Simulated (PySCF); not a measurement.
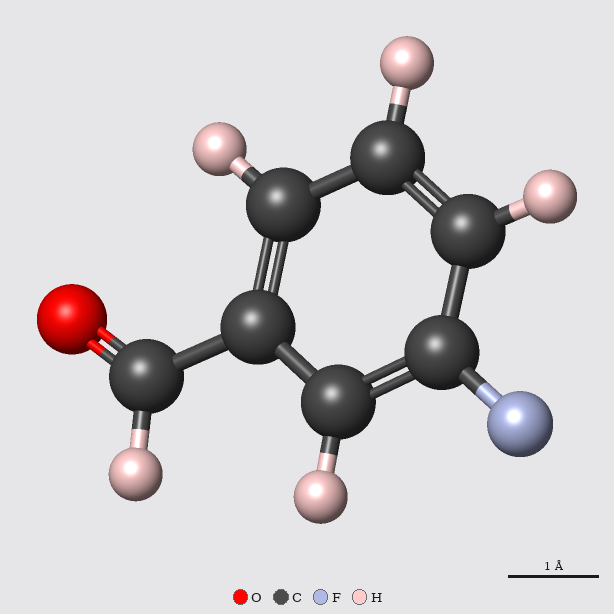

Computed geometry: GFN2-xTB optimisation. No frequency run is at hand to confirm it as a minimum.

Question: Which formula does it have?

Answer: C₇H₅FO, 14 atoms: 7 carbon, 5 hydrogen, 1 fluorine and 1 oxygen.

Question: Write the SMILES.

Answer: O=Cc1cccc(F)c1

The parts below concern this one geometry. Atoms keep their numbers from picture to picture.

## Symmetry

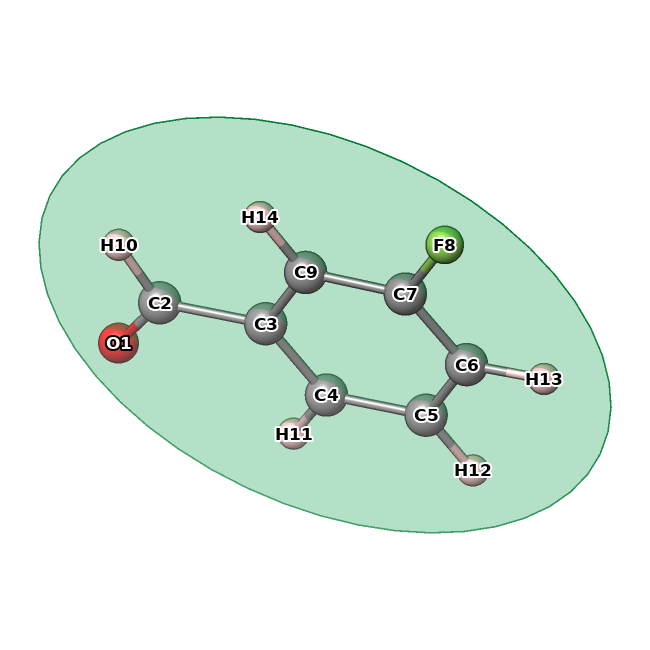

A disc through the centre of mass is drawn in. Depth is shown by fading: the farther an atom, the more it takes the colour of the background. No frequency run is at hand to confirm it as a minimum.

Question: Is the plane of the disc a mirror plane of the structure?

Answer: Yes. The reflection leaves O1, C2, C3, C4, C5, C6, C7, F8, C9, H10, H11, H12, H13, H14 in place. The point group is Cs.

## Electronic properties

No frequency run is at hand to confirm it as a minimum. Properties computed with PBE0/pcSseg-1, gas phase (PySCF 2.14.0).

Question: Estimate the HOMO–LUMO gap.

Answer: 5.58 eV.

Question: What is the dipole moment?

Answer: 1.99 D.

Question: Estimate the HOMO energy (Kohn–Sham orbital).

Answer: −7.72 eV.

## Ring current

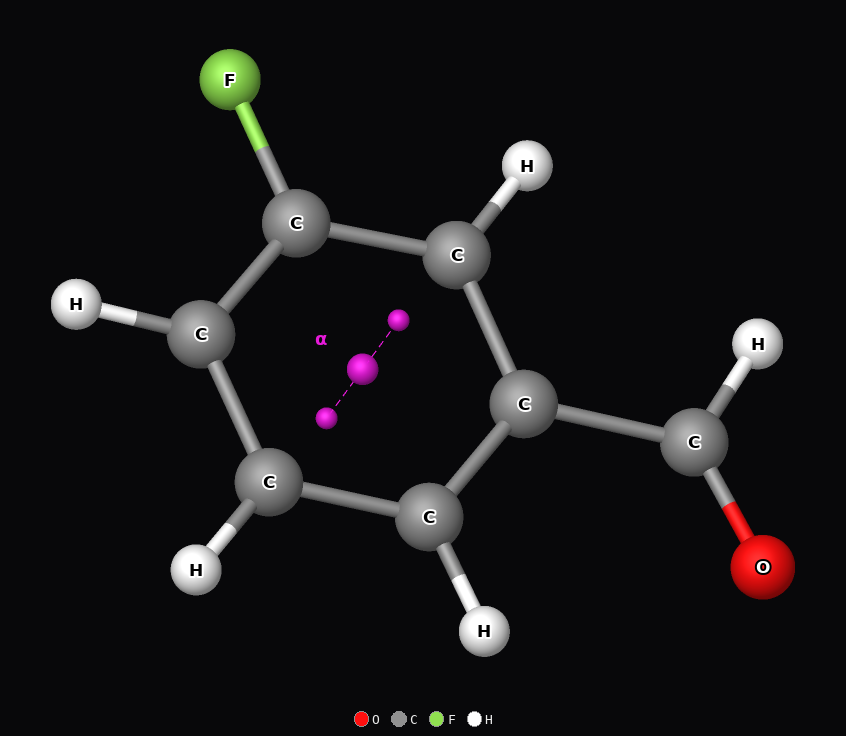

The small points mark where nucleus-independent chemical shifts (NICS) were computed: at the centre of each lettered ring and 1 Å above and below it. No frequency run is at hand to confirm it as a minimum. Method: GIAO PBE0/pcSseg-1 NMR shielding, non-relativistic, gas phase (PySCF 2.14.0).

Give NICS(0), NICS(1) and the out-of-plane component NICS(1)zz for each ring (means of the two sides).

| ring | members | NICS(0) | NICS(1) | NICS(1)zz |
| --- | --- | --- | --- | --- |
| α | C6 | −9.9 | −11.4 | −27.4 |

Values in ppm.

Question: What do the values say about the ring currents?

Answer: Ring α: diatropic, as in an aromatic ring. NICS is one index among several.

## NMR shielding

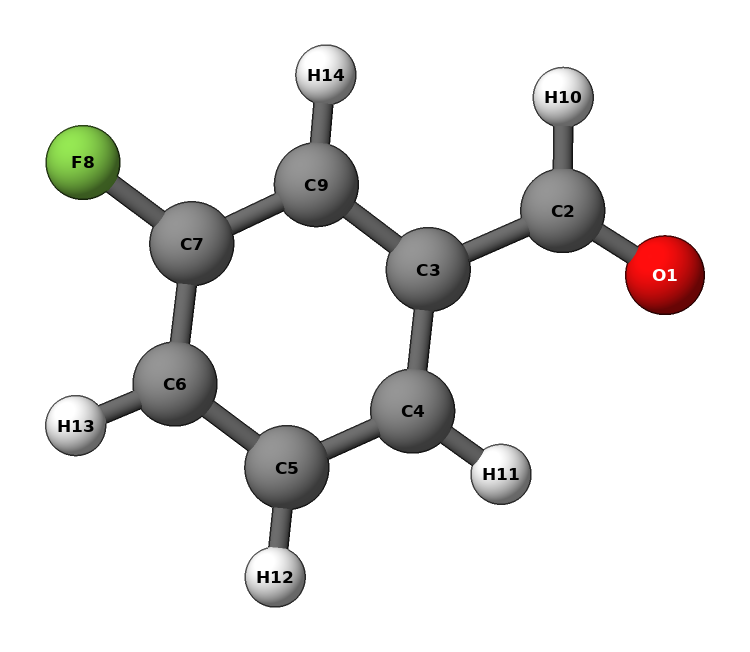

No frequency run is at hand to confirm it as a minimum. Method: GIAO PBE0/pcSseg-1 NMR shielding, non-relativistic, gas phase (PySCF 2.14.0). Principal shieldings σ11 ≤ σ22 ≤ σ33, span Ω = σ33 − σ11, skew κ = 3(σiso − σ22)/Ω.

Give the shielding tensors of the O atoms.

```json
{"atom": "O1", "σ11": "−964.2", "σ22": "−419.4", "σ33": "376.6", "σiso": "−335.7", "Ω": "1340.9", "κ": "0.19"}
```

Shieldings and span in ppm.
